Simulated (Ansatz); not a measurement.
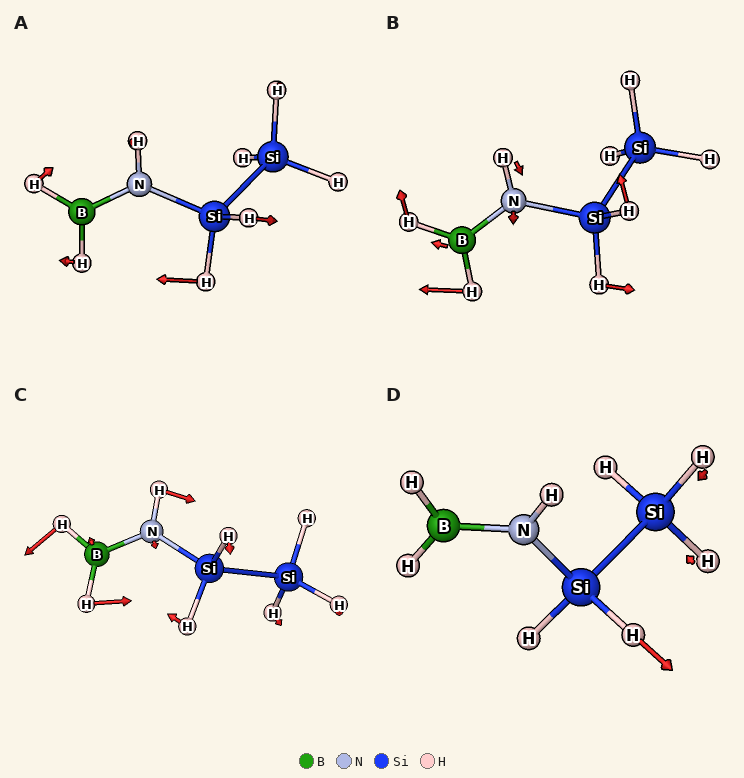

4 normal modes of one molecule or complex, as arrows. Harmonic vibrations computed with RKS PBE0-D4/def2-TZVP (Ansatz 0.2.0) at a stationary point of the same level.

Match the panels to the wavenumbers 277 cm⁻¹, 742 cm⁻¹, 967 cm⁻¹, 2198 cm⁻¹.

Answer. A: 742 cm⁻¹, angle bending
B: 277 cm⁻¹
C: 967 cm⁻¹, H–B–N bending
D: 2198 cm⁻¹, Si–H stretching
